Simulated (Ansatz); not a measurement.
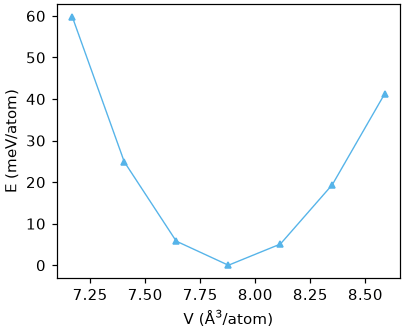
TiC$_{2}$ in space group P6/mmm (No. 191; Ti on 1a, C on 2d) under volume change, the program Ansatz at the r²SCAN level (PAW), shape and atoms relaxed at each volume.

Q: What does a third-order Birch–Murnaghan fit give for V₀, B₀ and B′?

A: V₀ = 7.88 Å³/atom, B₀ = 246 GPa, B′ = 5.1.

The start of the workflow was typed in or built on a structure type; neither database checked (COD, Materials Project) lists it. Its standing as an ambient phase is unchecked. Symmetry was held in the r²SCAN relaxation; its stability against distortions is not shown here. No spin polarisation was allowed. The volume moved by 21 % from the start of the relaxation. Its formation energy is positive at this level, so the cell may be metastable or incomplete.

Potentials: the earlier of the program's two PAW sets. The files were generated under PBE; for other functionals the program regenerates the frozen cores, and for LDA and PBEsol the local potential too.
